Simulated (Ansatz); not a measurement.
Level of theory: PBE (plane waves to 420 eV, PAW; Ansatz, an electronic-structure program).

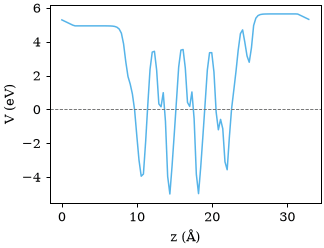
Plane-averaged electrostatic potential energy along the normal, in eV from the highest filled level, for the (111)A surface of zinc-blende CdTe, Cd-terminated, 2x2 with 2 NH2 on 4 top atoms (bottom of the slab: 2 H on 4 bottom sites)

Set-up: 40 atoms, 16.9 Å thick at the start with caps and adatoms; mesh 3x3x1; 0.025 eV smearing; dipole correction on; 8 atoms held, the rest relaxed; no symmetry held; no spin, no spin-orbit, no U. It is one candidate, not shown to be the stable structure of the face.

The vacuum level lies 5.64 eV above the highest filled level over the top face and 4.94 eV above it under the bottom face.
